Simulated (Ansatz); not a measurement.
Electronic density of states of amorphous Si₂₄O₄₆F₄, density 2.19 g/cm³, on a 2×2×2 Γ-centred mesh with a Gaussian width of 0.1 eV; energies count from the Fermi level, whose place inside the gap is arbitrary. Cell and mesh are small, so fine structure isn't converged. The numbers are results of PBE, scalar-relativistic without spin-orbit coupling (plane waves to 420 eV, PAW; Ansatz, a program for electronic structure), not measurements. Sampling: a 2×2×2 Γ-centred mesh; Fermi-Dirac width 0.02 eV; no spin polarisation. At PBE the levels at the filled edge of the gap are localised (band-tail or defect states).

It comes from a melt-quench run on a machine-learned potential (CHGNet), relaxed afterwards by DFT. O and F atoms were pushed apart under 1.9 Å during the dynamics, to hinder bonds among them. It is the lowest in DFT energy of 2 quenches. It is a model cell: composition and starting density were chosen by hand, and all elements were melted together. No dispersion term was used. Its density started from a set value of 2.19 and ended at 2.19 g/cm³. The simulated quench (nominally 88 K/ps over its main leg) is rapid and tends to freeze in more defects than a deposited or slowly cooled glass has. Values belong to this one cell and scatter from quench to quench. The volume was held where the preparation left it, at a PBE pressure of -2.0 GPa (tension). Stress components on the final sampling reach 3.5 GPa.

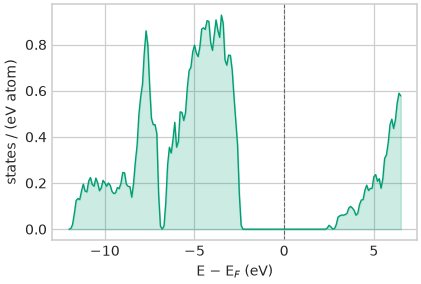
Fig. 1. Density of states per atom

The level gap on this mesh is 5.08 eV; the broadening fills part of it in the curve.
